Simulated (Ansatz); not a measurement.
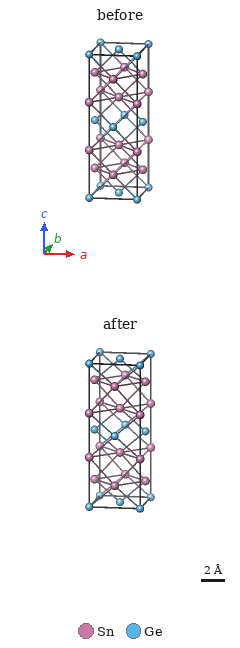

The structure of a crystal of Sn₂Ge (a generated structure, set up in Fmmm) (coarse preliminary run) before (top) and after (bottom) a relaxation, at one scale.

The picture is a ball-and-stick view of the conventional cell (4 times the calculation's cell), seen slightly off an axis. Lengths and directions refer to the drawn axes.

Theory: DFT PBE, scalar-relativistic, plane waves, PAW (Ansatz 0.2.0).

The input:
```yaml
crystal:
  lattice:
    - [0.0, 2.76400232, 6.39795542]
    - [2.13265181, 0.0, 6.39795542]
    - [2.13265181, 2.76400232, 0.0]
  atoms:
    - { symbol: Sn, position: [0.33333333, 0.33333333, 0.66666667] }
    - { symbol: Sn, position: [0.66666667, 0.66666667, 0.33333333] }
    - { symbol: Ge, position: [0.0, 0.0, 0.0] }
basis:
  ecutwfc: 420
kpoints:
  mp_grid: { grid: [6, 6, 6] }
hamiltonian:
  xc: pbe
scf:
  occupations: { method: gaussian, width: 0.1 }
  lower_state_search: "off"
output:
  forces: true
  stress: true
  eigenvalues: true
relax:
  adjacent_minimum: "off"
  f_tol: 0.04
  max_steps: 70
  cell: { stress_tol: 0.4 }
```

Command:
```bash
ansatz run input.yaml --threads 1 --pin off --max-ram 2560MiB --backend cpu --events-out ev --progress --plain --runs-dir out
```

> Summarise the run.

The energy falls by 65.3 meV per atom in 3 accepted moves (4 points after the start). The largest force component goes from 0.73 to 0.0077 eV/Å. The pressure goes from 0.43 to −0.11 GPa. At 1 point the geometry stayed and the basis and grid were re-selected for the new cell (energy shift of 0.1 meV per atom at most each time). The largest moves relative to the cell, 0.17 Å, are those of Sn1 and Sn2. Sn2 goes along −c. Ge stays in place. The volume changes by +0.1 %, with a 4.265 → 4.528 Å (+6.2 %), b 5.528 → 5.211 Å (−5.7 %), c 12.796 → 12.792 Å (0.0 %). Some distances before and after: Sn1–Sn2 3.016 → 3.345 Å, Sn1–Sn1 3.491 → 3.452 Å, Sn1–Ge3 3.016 → 2.999 Å. Bond angles that change, for instance: Sn1–Ge3–Sn2 90.0° → 82.0°, Ge3–Sn1–Ge3 90.0° → 98.0°, Sn1–Ge3–Sn1 90.0° → 98.0°. The space group stays Fmmm (No. 69). The run took 65 s on 1 thread of Intel(R) Xeon(R) Processor @ 2.50GHz (Skylake/Cascade Lake), with other jobs on the host, peak memory 0.44 GiB.
